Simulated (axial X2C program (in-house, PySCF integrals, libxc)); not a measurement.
# All-electron X2C curves of GeAl, part 2 of 2

Computed with an in-house X2C program for linear molecules on PySCF integrals; all-electron X2C, Ge dyall-cv3z, Al dyall-v3z. The steps go on from the part before.

## Step 8: The spin-free curves together

Energy (eV) of the followed determinant, spin-free, from each level's lowest point:

```tsv
R (Å)	PBE0	HF	MP2	CCSD	CCSD(T)	B3LYP
2.153	0.504	0.661	0.542	n/a	n/a	0.535
2.252	0.205	0.312	0.224	0.247	0.243	0.228
2.326	0.079	0.151	0.089	0.104	0.100	0.096
2.401	0.016	0.054	0.019	0.027	0.025	0.024
2.475	0.000	0.007	0.000	0.000	0.000	0.000
2.562	0.027	0.000	0.025	0.017	0.020	0.016
2.648	0.089	0.031	0.088	0.073	0.078	0.066
2.760	0.203	0.109	0.207	0.182	0.191	0.164
2.896	0.375	0.242	0.390	n/a	n/a	0.315
3.094	0.652	0.467	0.689	n/a	n/a	0.562
```

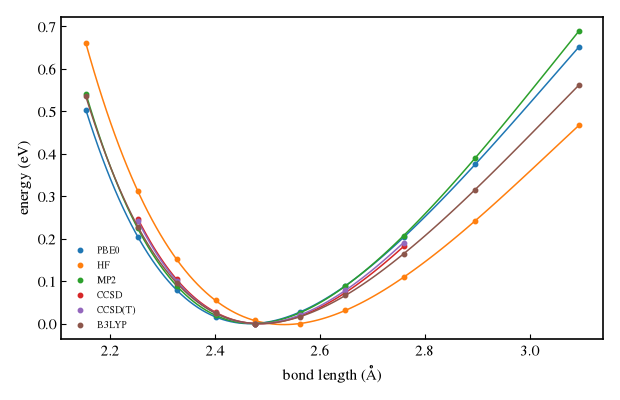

Curves of the followed state, spin-free, each from its own lowest point.

## Step 9: PBE0, 2c

State followed: Ω = 3/2 (excess of +ω over −ω: ω = 3/2). The scan is laid around 2.475 Å, a first estimate of the minimum, and this SCF restarts from the orbitals of the search.

The SCF at the reference distance of 2.475 Å:

```text
two-component X2C + atomic mean field  PBE0
basis functions 157  fitting functions 923  grid points 5082
iter        total energy     max residual
   1      -2340.609834183     3.82e-01
   2      -2340.618077069     1.14e-03
   3      -2340.618081345     3.28e-04
   4      -2340.618082023     2.42e-04
   5      -2340.618082684     4.87e-05
   6      -2340.618082704     2.54e-05
   7      -2340.618082715     3.18e-06
   8      -2340.618082715     3.67e-06
converged
one-electron -3436.49817972  Coulomb 1106.16027398  exact exchange -24.15584684  xc functional -74.31943652  nuclear repulsion 88.94453323  atomic mean-field constant -0.74942684
```

Along the bond, energies from the lowest point:

```tsv
R (Å)	E (eV)	μ (D)	HOMO (eV)	LUMO (eV)	iterations
2.153	0.5051	0.71	-5.55	-2.99	25
2.252	0.2058	0.81	-5.60	-2.87	19
2.326	0.0797	0.91	-5.63	-2.79	18
2.401	0.0160	1.02	-5.65	-2.71	16
2.475	0.0000	1.14	-5.61	-2.69	8
2.562	0.0266	1.30	-5.49	-2.69	16
2.648	0.0880	1.49	-5.38	-2.69	14
2.760	0.2019	1.74	-5.25	-2.67	15
2.896	0.3728	2.08	-5.11	-2.64	15
3.094	0.6489	2.59	-4.92	-2.59	15
```

Dipoles are positive if Al is the positive end.

Outer spinors at the reference distance:

| ω | occupied | ε (eV) | atomic character | λ mixture |
| --- | --- | --- | --- | --- |
| -3/2 | yes | -32.66 | 100% Ge d | 88% δ, 12% π |
| -1/2 | yes | -32.61 | 100% Ge d | 71% π, 29% σ |
| 1/2 | yes | -32.59 | 100% Ge d | 54% σ, 46% π |
| 3/2 | yes | -32.57 | 100% Ge d | 71% δ, 29% π |
| 5/2 | yes | -32.14 | 100% Ge d | 100% δ |
| 3/2 | yes | -32.09 | 100% Ge d | 71% π, 29% δ |
| 1/2 | yes | -32.05 | 100% Ge d | 54% π, 46% σ |
| -1/2 | yes | -32.03 | 100% Ge d | 71% σ, 29% π |
| -3/2 | yes | -32.00 | 100% Ge d | 88% π, 12% δ |
| -5/2 | yes | -31.99 | 100% Ge d | 100% δ |
| 1/2 | yes | -14.29 | 69% Ge s, 14% Al s, 10% Al p | 100% σ |
| -1/2 | yes | -12.16 | 67% Ge s, 17% Al s, 9% Al p | 100% σ |
| 1/2 | yes | -9.21 | 54% Al s, 28% Ge p, 11% Ge s | 100% σ |
| -1/2 | yes | -7.82 | 57% Al s, 22% Ge p, 12% Ge s | 100% σ |
| -1/2 | yes | -5.71 | 70% Ge p, 24% Al p, 5% Al d | 100% π |
| 1/2 | yes | -5.66 | 42% Al p, 41% Ge p, 13% Al s | 100% σ |
| 3/2 | yes | -5.61 | 68% Ge p, 26% Al p, 4% Al d | 100% π |
| -1/2 | no | -2.69 | 44% Ge p, 42% Al p, 10% Al s | 100% σ |
| 1/2 | no | -2.64 | 50% Ge p, 46% Al p, 2% Al d | 100% π |
| -3/2 | no | -2.58 | 49% Ge p, 48% Al p | 100% π |
| -1/2 | no | -1.70 | 67% Al p, 20% Ge p, 6% Ge d | 100% π |

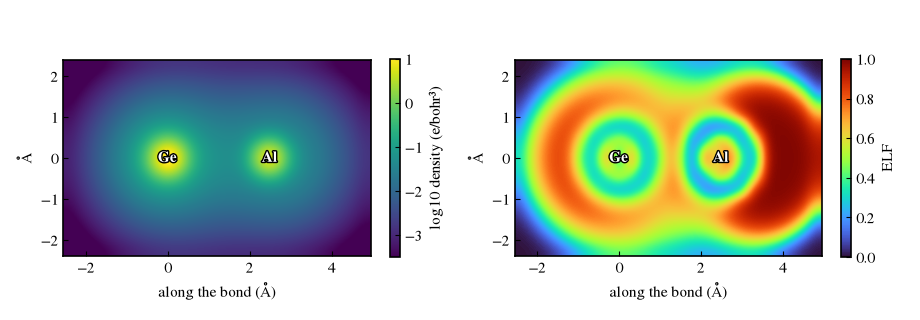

PBE0 fields in a plane through the axis, from a grid of 0.3 Å; Ge lies at z = 0 and Al at z = 2.475 Å; the ELF is damped to zero where the density is low.

Re = 2.467 Å, ωe = 304 cm⁻¹, ωexe = 1.27 cm⁻¹, Be = 0.1401 cm⁻¹, De = 2.48 eV, μ = 1.13 D.

## Step 10: HF, 2c

Output at 2.475 Å:

```text
two-component X2C + atomic mean field  HF
basis functions 157  fitting functions 923  grid points 5082
iter        total energy     max residual
   1      -2338.766186721     2.87e-01
   2      -2338.790666280     1.04e-02
   3      -2338.792089399     1.87e-02
   4      -2338.792667067     7.84e-03
   5      -2338.792855655     2.03e-03
   6      -2338.792932855     2.28e-03
   7      -2338.792960360     1.12e-03
   8      -2338.792975077     4.12e-04
   9      -2338.792980488     4.66e-04
  10      -2338.792984915     3.32e-04
  11      -2338.792989278     2.22e-04
  12      -2338.792994525     4.14e-04
  13      -2338.793000700     4.97e-04
  14      -2338.793007176     4.09e-04
  15      -2338.793011748     1.94e-04
  16      -2338.793013568     1.13e-04
  17      -2338.793013909     5.34e-05
  18      -2338.793013960     2.17e-05
  19      -2338.793013975     1.01e-05
  20      -2338.793013979     7.89e-06
  21      -2338.793013981     3.50e-06
  22      -2338.793013981     2.09e-06
converged
one-electron -3436.78596245  Coulomb 1106.55863898  exact exchange -96.76079691  xc functional 0.00000000  nuclear repulsion 88.94453323  atomic mean-field constant -0.74942684
```

Re = 2.532 Å, ωe = 278.1 cm⁻¹, ωexe = 1.18 cm⁻¹, Be = 0.133 cm⁻¹, De = 1.50 eV, μ = 1.80 D.

## Step 11: B3LYP, 2c

Output at 2.475 Å:

```text
two-component X2C + atomic mean field  B3LYP
basis functions 157  fitting functions 923  grid points 5082
iter        total energy     max residual
   1      -2341.065802650     4.83e-02
   2      -2341.067653209     2.02e-03
   3      -2341.067668451     2.24e-03
   4      -2341.067690559     8.77e-04
   5      -2341.067691415     3.16e-04
   6      -2341.067693241     2.48e-04
   7      -2341.067693509     1.40e-04
   8      -2341.067693646     4.19e-05
   9      -2341.067693670     2.11e-05
  10      -2341.067693672     5.34e-06
converged
one-electron -3436.54114697  Coulomb 1106.19474788  exact exchange -19.32052153  xc functional -79.59587945  nuclear repulsion 88.94453323  atomic mean-field constant -0.74942684
```

Re = 2.486 Å, ωe = 290.1 cm⁻¹, ωexe = 1.34 cm⁻¹, Be = 0.138 cm⁻¹, De = 2.27 eV, μ = 1.21 D.

## Step 12: MP2 and beyond, 2c

Correlated methods: 7 electrons correlated (frozen shells, counted by type: Ge 3 s, 2 p, 1 d; Al 2 s, 1 p), 207 virtual spinors in MP2, 90 natural virtuals in coupled cluster.

Output of the correlated part at 2.475 Å:

```text
correlated 7  virtual 207  natural virtual 90  E(MP2) -0.114826632  MP2 remainder -0.002350008
iter   CCSD correlation   residual
   1     -0.129300324   1.30e-01
   2     -0.136234750   5.70e-02
   3     -0.137084200   2.15e-02
   4     -0.137446567   1.16e-02
   5     -0.137527040   6.08e-03
   6     -0.137567119   2.90e-03
   7     -0.137595565   1.66e-03
   8     -0.137593005   1.16e-03
   9     -0.137594229   8.05e-04
  10     -0.137598155   4.91e-04
  11     -0.137603572   2.37e-04
  12     -0.137604691   1.19e-04
  13     -0.137605437   6.86e-05
  14     -0.137605510   4.52e-05
  15     -0.137605719   3.00e-05
  16     -0.137605816   1.76e-05
  17     -0.137605805   8.41e-06
(T) -0.007658784  T1 0.0470  D1 0.0680  max T2 0.077
```

MP2: Re = 2.475 Å, ωe = 308 cm⁻¹, Be = 0.1393 cm⁻¹, De = 2.29 eV.

CCSD: Re = 2.487 Å, ωe = 303 cm⁻¹, ωexe = 1.24 cm⁻¹, Be = 0.1379 cm⁻¹, De = 2.16 eV. T1 at Re = 0.033 (Lee–Taylor, the printed value over √2).

CCSD(T): Re = 2.482 Å, ωe = 307 cm⁻¹, ωexe = 1.26 cm⁻¹, Be = 0.1384 cm⁻¹, De = 2.28 eV. T1 at Re = 0.033 (Lee–Taylor, the printed value over √2).

## Step 13: A higher determinant, 2c

State: Ω = 1/2 (excess of +ω over −ω: 2 × ω = -1/2, ω = 3/2).

Output at the reference distance:

```text
two-component X2C + atomic mean field  PBE0
basis functions 157  fitting functions 923  grid points 5082
iter        total energy     max residual
   1      -2340.598500090     3.78e-01
   2      -2340.606684815     1.16e-03
   3      -2340.606689369     2.27e-04
   4      -2340.606689560     1.96e-04
   5      -2340.606690183     3.14e-05
   6      -2340.606690192     2.07e-05
   7      -2340.606690198     3.73e-06
converged
one-electron -3436.40234944  Coulomb 1106.06512101  exact exchange -24.15288872  xc functional -74.31167944  nuclear repulsion 88.94453323  atomic mean-field constant -0.74942684
```

```tsv
R (Å)	E above the lowest PBE0 point (eV)
2.153	0.774
2.252	0.485
2.326	0.368
2.401	0.315
2.475	0.310
2.562	0.349
2.648	0.423
2.760	0.550
2.896	0.733
```

Re = 2.446 Å, ωe = 317 cm⁻¹, ωexe = 1.41 cm⁻¹, Be = 0.1425 cm⁻¹, μ = 1.21 D. Te = 0.31 eV.

## Step 14: The 2c curves together

Energy (eV) of the followed determinant, 2c, from each level's lowest point:

```tsv
R (Å)	PBE0	HF	MP2	CCSD	CCSD(T)	B3LYP
2.153	0.505	0.664	0.542	n/a	n/a	0.536
2.252	0.206	0.314	0.226	0.249	0.244	0.229
2.326	0.080	0.152	0.091	0.105	0.102	0.096
2.401	0.016	0.055	0.021	0.027	0.025	0.025
2.475	0.000	0.008	0.000	0.000	0.000	0.000
2.562	0.027	0.000	0.023	0.017	0.019	0.015
2.648	0.088	0.031	0.085	0.071	0.077	0.065
2.760	0.202	0.109	0.202	0.179	0.189	0.163
2.896	0.373	0.241	0.383	n/a	n/a	0.313
3.094	0.649	0.465	0.681	n/a	n/a	0.558
```

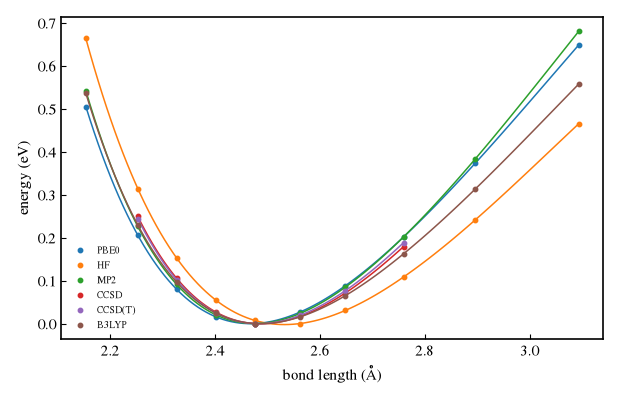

Curves of the followed state, 2c, each from its own lowest point.

Time for the job: 97 s (1 thread of Arm Neoverse V1, shared host); peak memory 0.47 GiB.

## Step 15: What came out

What follows sums up all 2 parts.

Lowest determinant that the search found at its distance, spin-free: M_S = 3/2, Λ = 0 (beyond closed shells: σα, π+α, π-α).

Lowest determinant that the search found at its distance, 2c: Ω = 3/2 (excess of +ω over −ω: ω = 3/2).

```csv
Hamiltonian,level,Re (Å),ωe (cm⁻¹),De (eV),μ (D)
spin-free,PBE0,2.466,304,2.49,1.13
spin-free,HF,2.532,278.2,1.57,1.82
spin-free,MP2,2.472,310,2.30,n/a
spin-free,CCSD,2.485,304,2.17,n/a
spin-free,CCSD(T),2.481,307,2.30,n/a
spin-free,B3LYP,2.485,290.8,2.28,1.21
2c,PBE0,2.467,304,2.48,1.13
2c,HF,2.532,278.1,1.50,1.80
2c,MP2,2.475,308,2.29,n/a
2c,CCSD,2.487,303,2.16,n/a
2c,CCSD(T),2.482,307,2.28,n/a
2c,B3LYP,2.486,290.1,2.27,1.21
```

Dipoles are positive if Al is the positive end.

Time per point (s) on 1 thread of Arm Neoverse V1, shared host (2c runs; CCSD comes with the CCSD(T) run); the times are rough: PBE0 0.7, HF 0.7, MP2 0.76, CCSD(T) 3.2, B3LYP 0.74.

**Reading.** At CCSD(T), going from spin-free to two-component changes Re by +1 mÅ, ωe by -0.2 %, which is small (part of it comes from the scalar share of the two-electron terms). De moves by -0.02 eV; both De rest on single-determinant atoms, which can miss part of an open shell's spin–orbit lowering.

De refers to Ge + Al, each in the lowest determinant found, which need not be this curve's own limit. Each curve is one determinant whose occupation by symmetry is held fixed; it was picked as the lowest of a PBE0 search that is not exhaustive. De is counted from the lowest determinant-based energies of the atoms at the same level, without counterpoise correction. Density functionals use the spin component along the axis (collinear). CCSD and (T) use frozen natural virtuals with an MP2 correction for the truncation. With several unpaired electrons one determinant need not be a pure state. With the outer-core shells frozen, correlated bond lengths of heavy atoms tend to come out a few hundredths of an ångström too long. T1 at Re is 0.033 (Lee–Taylor), above the customary mark of 0.02.
